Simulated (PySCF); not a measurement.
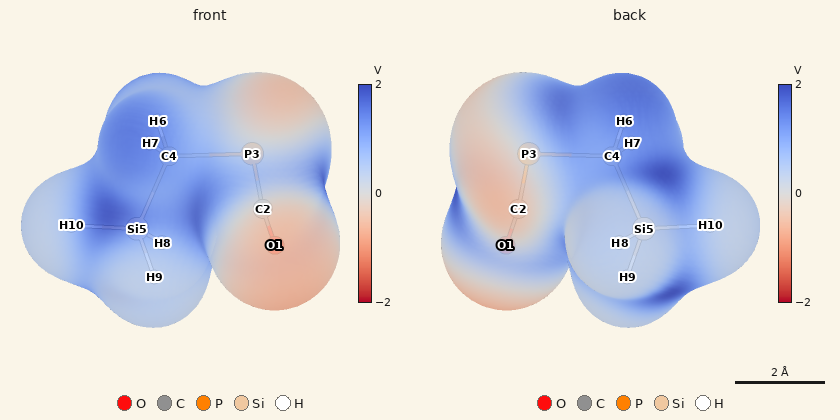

Figure. C2H5OPSi (SMILES O=C=PC[SiH3]). The electrostatic potential painted on the density surface at 0.004 e/bohr³, seen from the front and from behind; the colour scale runs from red (negative) to blue (positive).

Geometry: PBE0-D3(BJ)/def2-SVP.

These are results of PBE0/pcSseg-1, SCF density, gas phase, non-relativistic in PySCF 2.14.0, not measurements.

```xyz
10

O     2.9332   -0.4922    0.6739
C     2.2034    0.1439    0.0423
P     1.2808    1.1290   -0.9632
C    -0.3655    0.9454   -0.0654
Si   -1.0280   -0.8216   -0.0087
H    -1.0534    1.5656   -0.6637
H    -0.3250    1.4000    0.9367
H    -1.1456   -1.3581   -1.3963
H    -0.0796   -1.6747    0.7698
H    -2.3696   -0.8582    0.6535
```

Describe the electrostatic potential map.

Answer. The most negative region (about −0.7 V, or −16 kcal/mol for a unit charge) lies over O1, the most positive (about +1.9 V, or +44 kcal/mol for a unit charge) over Si5.
